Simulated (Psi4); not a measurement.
# M06-L/aug-cc-pVDZ run of B2H4F− (SMILES B[BH2-]F)

Aim: the vertical singlet–triplet gap of B2H4F− at M06-L/aug-cc-pVDZ, from 2 runs. Input form: a Python script.

The calculation is run with Psi4 1.11.

## 1. The system as given

The species is B2H4F− (7 atoms), meant as a singlet with charge -1. As SMILES, `B[BH2-]F`. Geometry: relaxed at GFN2-xTB.

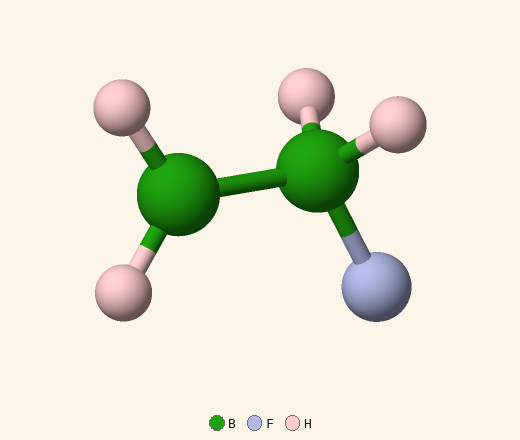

Viewed from a chosen angle; boron green, fluorine light blue, hydrogen pink.

## 2. A single-point energy at M06-L/aug-cc-pVDZ

Contents of calc.py:

```python
import psi4

psi4.set_memory('1600 MB')
psi4.set_num_threads(1)
psi4.set_output_file('run.log', False)

m = psi4.geometry("""
-1 1
B     -1.05350342    -1.03383137    -1.14630787
B      0.69704438     0.74120728     0.82157733
F      3.46520969     0.41022175     0.56502811
H     -3.31250092    -0.92262099    -1.11289751
H     -0.31273078    -2.50222416    -2.69159361
H      0.21163043     0.28419591     3.06014690
H      0.30483172     3.02307047     0.50406555
units bohr
symmetry c1
no_reorient
no_com
""")

options = {'basis': 'aug-cc-pVDZ', 'puream': True, 'e_convergence': 1e-09, 'd_convergence': 1e-08, 'scf_type': 'pk', 'dft_radial_points': 99, 'dft_spherical_points': 590}
psi4.set_options(options)

E, wfn = psi4.energy("m06-l", molecule=m, return_wfn=True)
psi4.oeprop(wfn, "DIPOLE", "WIBERG_LOWDIN_INDICES", "MULLIKEN_CHARGES", title="M06-L")
print('E =', round(E, 9))
```

Launch:

```
$ python calc.py
```

run.log:

```text
[...]
  Running in c1 symmetry.
[...]
  Nuclear repulsion =   54.246339671864014
[...]
  Multiplicity = 1
[...]
  Nalpha       = 12
  Nbeta        = 12
[...]
    Number of basis functions: 105
[...]
   @RKS iter   1:  -151.64914087982572   -5.99723e-01   6.66316e-03 DIIS/ADIIS
[...]
   @RKS iter  14:  -151.97550870294046   -7.27596e-12   5.48029e-09 DIIS
[...]
    Orbital Energies [Eh]
    ---------------------
    Doubly Occupied:
       1A    -24.225964     2A     -6.432671     3A     -6.398698
       4A     -0.881341     5A     -0.289464     6A     -0.226905
       7A     -0.149456     8A     -0.134542     9A     -0.117660
      10A     -0.100892    11A     -0.035536    12A     -0.009405
[...]
  @RKS Final Energy:  -151.97550870294046
   => Energetics <=
    Nuclear Repulsion Energy =             54.2463396718640141
    One-Electron Energy =                -321.2506683249520165
    Two-Electron Energy =                 135.3195833811599300
    DFT Exchange-Correlation Energy =     -20.2907634310123726
    Empirical Dispersion Energy =           0.0000000000000000
    VV10 Nonlocal Energy =                  0.0000000000000000
    Total Energy =                       -151.9755087029404592
[...]
 Multipole Moments:
 ------------------------------------------------------------------------------------
     Multipole            Electronic (a.u.)      Nuclear  (a.u.)        Total (a.u.)
 ------------------------------------------------------------------------------------
 L = 1.  Multiply by 2.5417464519 to convert [e a0] to [Debye]
 Dipole X            :        -27.1931449           26.2958225           -0.8973225
 Dipole Y            :         -2.4715343            2.1112965           -0.3602377
 Dipole Z            :         -3.6392834            3.2213216           -0.4179618
 Magnitude           :                                                    1.0533997
[...]
  Mulliken Charges: (a.u.)
   Center  Symbol    Alpha    Beta     Spin     Total
       1     B     3.18355  3.18355  0.00000 -1.36711
       2     B     2.71093  2.71093  0.00000 -0.42187
       3     F     4.84925  4.84925  0.00000 -0.69849
       4     H     0.27618  0.27618  0.00000  0.44764
       5     H     0.32759  0.32759  0.00000  0.34482
       6     H     0.32586  0.32586  0.00000  0.34829
       7     H     0.32663  0.32663  0.00000  0.34673
   Total alpha = 12.00000, Total beta = 12.00000, Total charge = -1.00000
  Wiberg Bond Indices using Orthogonal Lowdin Orbitals:
[...]
```

Standard output:

```text
E = -151.975508703
```

Wall time 39 s (1 thread of Intel Xeon 6975P-C (Granite Rapids), shared host); peak memory 0.67 GiB.

## 3. The triplet: energy and forces at UM06-L/aug-cc-pVDZ

Contents of run.py:

```python
import psi4

psi4.set_memory(1600000000)
psi4.set_num_threads(1)
psi4.core.set_output_file('run.log', False)

geom = psi4.geometry("""
-1 3
B     -1.05350342    -1.03383137    -1.14630787
B      0.69704438     0.74120728     0.82157733
F      3.46520969     0.41022175     0.56502811
H     -3.31250092    -0.92262099    -1.11289751
H     -0.31273078    -2.50222416    -2.69159361
H      0.21163043     0.28419591     3.06014690
H      0.30483172     3.02307047     0.50406555
units au
symmetry c1
no_reorient
no_com
""")

psi4.set_options({
    'basis': 'aug-cc-pVDZ',
    'reference': 'uks',
    'puream': True,
    'e_convergence': 1e-09,
    'd_convergence': 1e-08,
    'scf_type': 'pk',
    'dft_radial_points': 99,
    'dft_spherical_points': 590,
    'maxiter': 200,
})

result, w = psi4.gradient('M06-L', return_wfn=True)
psi4.oeprop(w, 'LOWDIN_CHARGES', 'MAYER_INDICES', 'MULLIKEN_CHARGES')
print('gradient / Eh bohr^-1')
print(result.np.round(6))
print(f'energy = {w.energy():.10f} Eh')
for k, v in sorted(psi4.core.scalar_variables().items()):
    print(f'{k:45s} {v:18.10f}')
```

Launch:

```
$ python run.py
```

run.log, cut to the lines that bear on the results:

```text
[...]
  Running in c1 symmetry.
[...]
  Nuclear repulsion =   54.246339671864014
[...]
  Multiplicity = 3
[...]
  Nalpha       = 13
  Nbeta        = 11
[...]
    Number of basis functions: 105
[...]
   @UKS iter   1:  -151.35193336693106   -3.02515e-01   7.22505e-03 DIIS/ADIIS
[...]
   @UKS iter  15:  -151.87084410347953   -9.72022e-12   6.35178e-09 DIIS
[...]
   @S^2 Observed:                2.011407752E+00
[...]
  @UKS Final Energy:  -151.87084410347953
   => Energetics <=
    Nuclear Repulsion Energy =             54.2463396718640141
    One-Electron Energy =                -320.2735964243994431
    Two-Electron Energy =                 134.3925495273280433
    DFT Exchange-Correlation Energy =     -20.2361368782721307
    Empirical Dispersion Energy =           0.0000000000000000
    VV10 Nonlocal Energy =                  0.0000000000000000
    Total Energy =                       -151.8708441034795271
[...]
 Multipole Moments:
 ------------------------------------------------------------------------------------
     Multipole            Electronic (a.u.)      Nuclear  (a.u.)        Total (a.u.)
 ------------------------------------------------------------------------------------
 L = 1.  Multiply by 2.5417464519 to convert [e a0] to [Debye]
 Dipole X            :        -26.4860126           26.2958225           -0.1901901
 Dipole Y            :         -1.7851802            2.1112965            0.3261164
 Dipole Z            :         -2.8785879            3.2213216            0.3427337
 Magnitude           :                                                    0.5098927
[...]
  -Total Gradient:
     Atom            X                  Y                   Z
    ------   -----------------  -----------------  -----------------
       1        0.042361948231     0.036739202652     0.040983176631
       2       -0.063761375081    -0.043691927237    -0.048769941074
       3        0.021738352366     0.003575877589     0.004498894416
       4        0.006763274461    -0.011993420620    -0.012606247289
       5       -0.020762274221     0.000936143655     0.000207205523
       6        0.007077472196     0.013624590450     0.001833036717
       7        0.006681911844     0.000846254558     0.013891732238
[...]
  Mulliken Charges: (a.u.)
   Center  Symbol    Alpha    Beta     Spin     Total
       1     B     4.27834  2.87377  1.40458 -2.15211
       2     B     2.63261  2.68999 -0.05738 -0.32260
[...]
```

Standard output:

```text
gradient / Eh bohr^-1
[[ 0.042362  0.036739  0.040983]
 [-0.063761 -0.043692 -0.04877 ]
 [ 0.021738  0.003576  0.004499]
 [ 0.006763 -0.011993 -0.012606]
 [-0.020762  0.000936  0.000207]
 [ 0.007077  0.013625  0.001833]
 [ 0.006682  0.000846  0.013892]]
energy = -151.8708441035 Eh
CURRENT ENERGY                                   -151.8708441035
CURRENT REFERENCE ENERGY                         -151.8708441035
DD SOLVATION ENERGY                                 0.0000000000
DFT FUNCTIONAL TOTAL ENERGY                      -151.8708441035
DFT TOTAL ENERGY                                 -151.8708441035
DFT VV10 ENERGY                                     0.0000000000
DFT XC ENERGY                                     -20.2361368783
GRID ELECTRONS ALPHA                               13.0000080487
GRID ELECTRONS BETA                                11.0000000037
GRID ELECTRONS TOTAL                               24.0000080524
NUCLEAR REPULSION ENERGY                           54.2463396719
ONE-ELECTRON ENERGY                              -320.2735964244
PCM POLARIZATION ENERGY                             0.0000000000
PE ENERGY                                           0.0000000000
SCF ITERATION ENERGY                             -151.8708441035
SCF ITERATIONS                                     15.0000000000
SCF TOTAL ENERGY                                 -151.8708441035
TWO-ELECTRON ENERGY                               134.3925495273
XC GRID RADIAL POINTS                              99.0000000000
XC GRID SPHERICAL POINTS                          590.0000000000
XC GRID TOTAL POINTS                           394131.0000000000
```

It took 67 s on 1 thread of Intel Xeon 6975P-C (Granite Rapids), shared host; peak memory 0.68 GiB.

## 4. Summary of results

Level: M06-L/aug-cc-pVDZ.

```
                                                      quantity          value
                                         singlet: total energy  -151.97551 Eh
                                          singlet: HOMO energy       -0.26 eV
                                          singlet: LUMO energy        3.05 eV
singlet: HOMO–LUMO gap (to an unbound level, set by the basis)        3.31 eV
                                         triplet: total energy  -151.87084 Eh
                   triplet: HOMO energy (highest over α and β)        2.10 eV
                                                 triplet: ⟨S²⟩          2.011
                             triplet: largest force on an atom     4.700 eV/Å
              vertical energy of the triplet above the singlet       2.848 eV
```

What this shows: At this shape the triplet lies 2.85 eV (66 kcal/mol) above the singlet. The HOMO (triplet) lies at positive energy, 2.10 eV, as semi-local functionals often give for anions; only total energies tell whether the electron is bound.
